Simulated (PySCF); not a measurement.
C4H13NSi

```yaml
atoms:
  - { symbol: C, position_ang: [1.8896, -0.2430, -0.4027] }
  - { symbol: Si, position_ang: [0.0441, -0.4051, -0.0450] }
  - { symbol: C, position_ang: [-0.6338, -1.9117, -0.9374] }
  - { symbol: C, position_ang: [-0.1778, -0.5640, 1.8152] }
  - { symbol: N, position_ang: [-0.8858, 0.9574, -0.6070] }
  - { symbol: C, position_ang: [-0.7390, 2.3087, -0.1301] }
  - { symbol: H, position_ang: [2.3051, 0.6677, 0.0587] }
  - { symbol: H, position_ang: [2.4517, -1.1024, -0.0011] }
  - { symbol: H, position_ang: [2.0853, -0.1884, -1.4855] }
  - { symbol: H, position_ang: [-0.5182, -1.8143, -2.0293] }
  - { symbol: H, position_ang: [-0.0983, -2.8239, -0.6308] }
  - { symbol: H, position_ang: [-1.7039, -2.0532, -0.7203] }
  - { symbol: H, position_ang: [0.2325, 0.3080, 2.3494] }
  - { symbol: H, position_ang: [-1.2425, -0.6548, 2.0803] }
  - { symbol: H, position_ang: [0.3505, -1.4539, 2.1934] }
  - { symbol: H, position_ang: [-1.2480, 0.9012, -1.5523] }
  - { symbol: H, position_ang: [-1.6834, 2.8749, -0.2107] }
  - { symbol: H, position_ang: [0.0425, 2.8989, -0.6511] }
  - { symbol: H, position_ang: [-0.4720, 2.3046, 0.9389] }
```

Geometry: PBE0-D3(BJ)/def2-SVP.

Level of theory: PySCF, PBE0/pcSseg-1, SCF density, gas phase, non-relativistic.

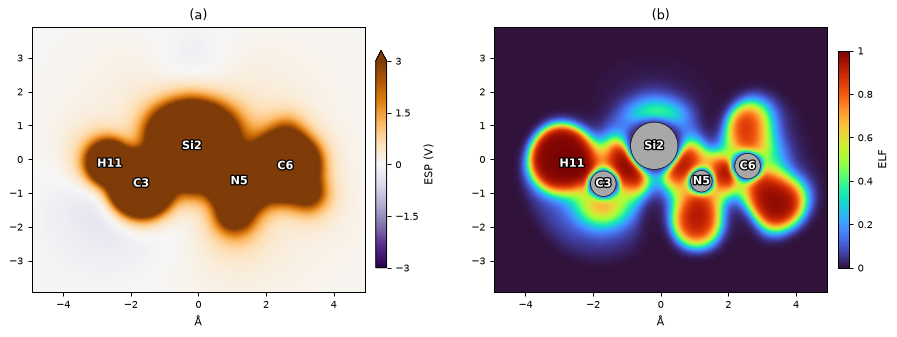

Figure 1. (a) electrostatic potential; (b) ELF on the plane of atoms C3, Si2 and N5. Grey discs cover the atomic cores in the ELF map.

Read the bonding off the picture.

Answer. The section cuts through Si, C, N and H sites. C–N (1.44 Å): the ELF peaks at about 0.90 between the atoms (a covalent bond). Si–N (1.74 Å): the ELF peaks at about 0.90 between the atoms, as expected for a shared but strongly polarised pair. C–Si (1.88 Å): the ELF peaks at about 0.95 between the atoms (a shared electron pair). C–H (1.10 Å): the ELF climbs to about 1 towards the hydrogen, as it does in any bond to H: a covalent bond by its length. Outside the dense part of the molecule the potential is most negative (−0.3 V) near C3.

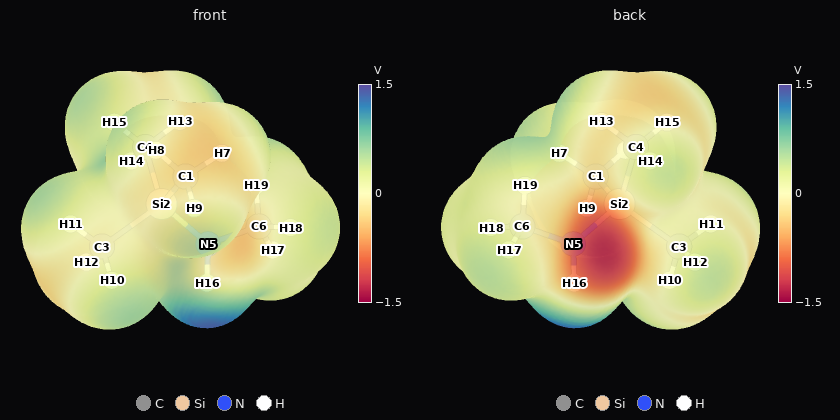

Figure 2. The electrostatic potential painted on the density surface at 0.002 e/bohr³, seen from the front and from behind; red is negative and blue positive.

Describe the electrostatic potential map.

Answer. The most negative region (about −1.3 V) lies over N5, the most positive (about +1.3 V) over H16. N5 is the likeliest acceptor of a hydrogen bond.
